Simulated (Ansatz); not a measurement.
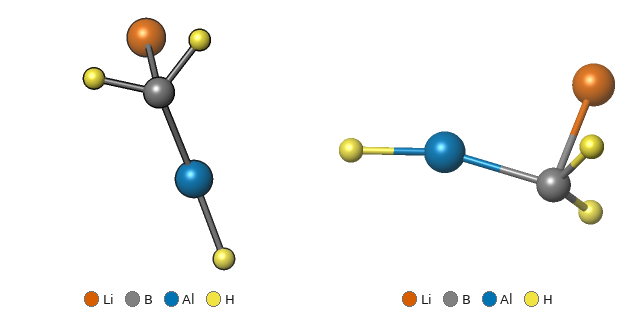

The same structure drawn twice, from different directions.

The computed structure is the end point of a PBE0-D4/def2-TZVP optimisation. No frequency run is at hand to confirm it as a minimum.

Description:

It has 6 atoms: 1 aluminium, 1 boron, 3 hydrogen and 1 lithium (AlBH₃Li). This geometry has Cs symmetry.

The parts below concern this one geometry. Atoms keep their numbers from picture to picture.

## Shape

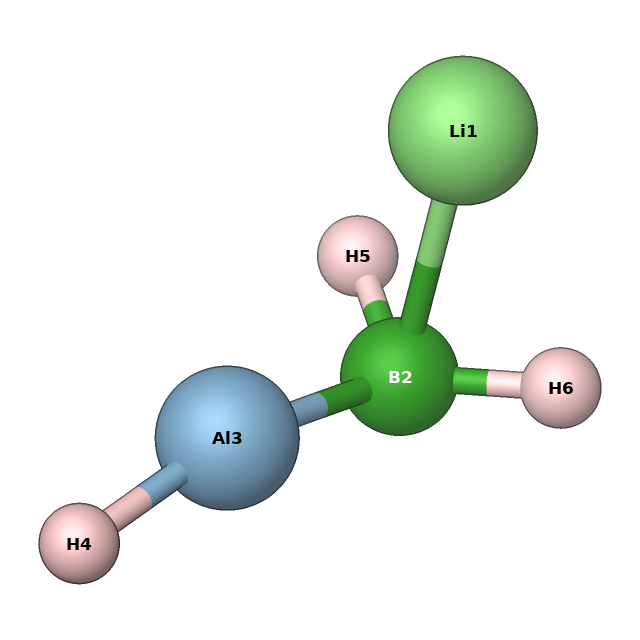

No frequency run is at hand to confirm it as a minimum.

Which atoms are bonded, and how long are the bonds?

```csv
bond,length (Å)
Li1–B2,2.135
B2–Al3,1.958
B2–H5,1.219
B2–H6,1.219
Al3–H4,1.591
```

## Charges

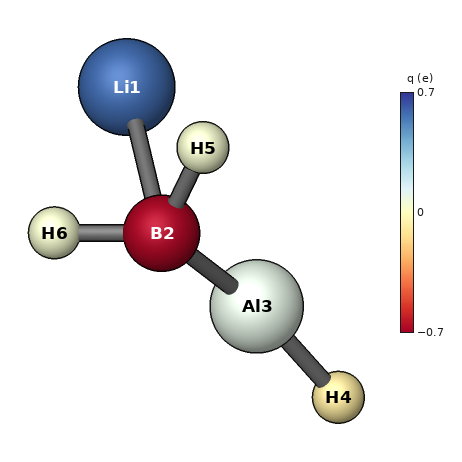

Atoms are coloured by their Mulliken charges. No frequency run is at hand to confirm it as a minimum. Level of theory: RKS PBE0-D4/def2-TZVP (Ansatz 0.2.0).

Which atom carries the highest charge (most positive or least negative)?

Answer. Li1 (0.57 e).

And the lowest?

Answer. B2 (−0.67 e).

Give the Mulliken charges atom by atom.

| atom | value (e) |
| --- | --- |
| Li1 | 0.57 |
| B2 | −0.67 |
| Al3 | 0.10 |
| H4 | −0.08 |
| H5 | 0.04 |
| H6 | 0.04 |

## Electronic properties

No frequency run is at hand to confirm it as a minimum. Properties computed with RKS PBE0-D4/def2-TZVPP (Ansatz 0.2.0).

Computed properties:

- HOMO energy (Kohn–Sham orbital): −4.55 eV
- LUMO energy (Kohn–Sham orbital): −1.32 eV
- HOMO–LUMO gap: 3.23 eV

## Dipole moment

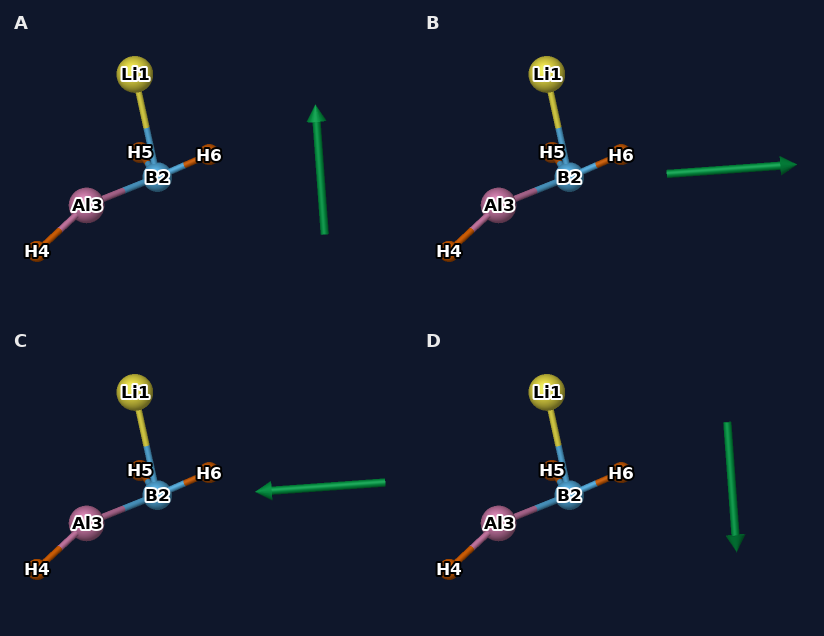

The same molecule four times, each with an arrow. No frequency run is at hand to confirm it as a minimum. Method: RKS PBE0-D4/def2-TZVP (Ansatz 0.2.0).

Which arrow points along the dipole moment, from the negative to the positive end?

Answer. A. The dipole moment is 4.89 D; it points from the side of H4 to the side of Li1 (the outermost atoms at the two ends).

Mulliken values depend strongly on the basis set and can even reverse the polarity of a bond.
